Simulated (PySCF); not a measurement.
Cl3NbO, SMILES [Nb](=[O])([Cl])([Cl])[Cl] at its PBE0/def2-SVP optimised geometry (Å):

```
5

Nb    -0.7257    -1.0632     0.0000
O     -1.2252    -1.7989     1.4166
Cl    -1.5628    -2.2839    -1.7387
Cl    -1.5573     1.0632     0.0000
Cl     1.5573    -1.0632     0.0000
```

Level of theory: PBE0/def2-TZVP, def2 effective core potentials past Kr (PySCF). The core electrons that the potentials of Nb replace are not part of the density. Cells within 0.4 Å of a nucleus heavier than hydrogen are left out (blank, or x).

Map of the deformation density (molecule minus spherical neutral atoms) (e/bohr³) on the plane z = 0.0 Å:

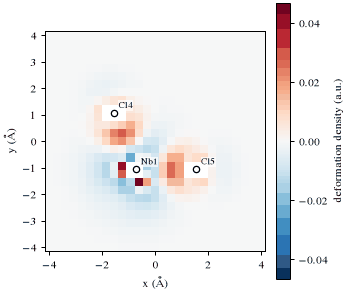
*Deformation density (molecule minus spherical neutral atoms) (e/bohr³) on the plane z = 0.0 Å.*
